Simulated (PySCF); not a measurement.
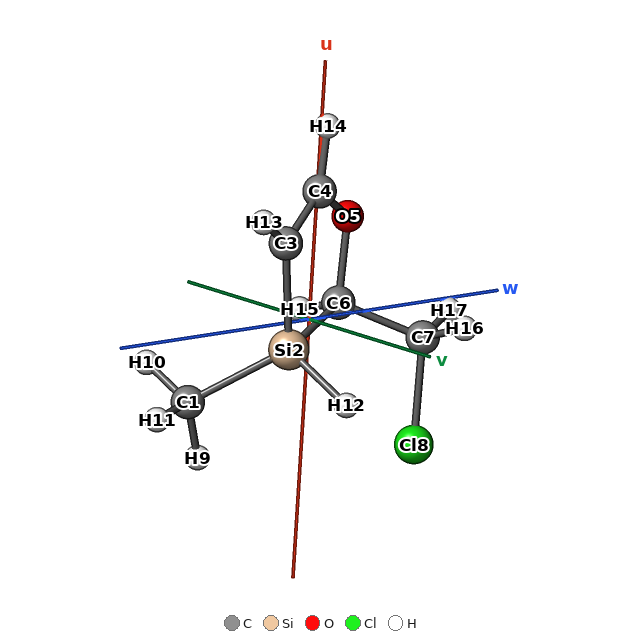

The lines u, v and w are the principal axes of the static dipole polarisability. The geometry was computed by an optimisation with GFN2-xTB. No frequency run is at hand to confirm it as a minimum. Method: CAM-B3LYP/def2-SVPD (PySCF 2.14.0).

### Along which axis is the molecule most polarisable, and along which least?

Most along u (nearly parallel to the C7–Cl8 bond), least along v.

### Give the three principal values.

u 109.9, v 80.8, w 104.2 bohr³; mean 98.3, anisotropy 26.7 bohr³.

The geometry is semi-empirical. Around Si such bond lengths and angles can be off by a tenth of an ångström or more and by several degrees, and values that hang on the shape move with them.
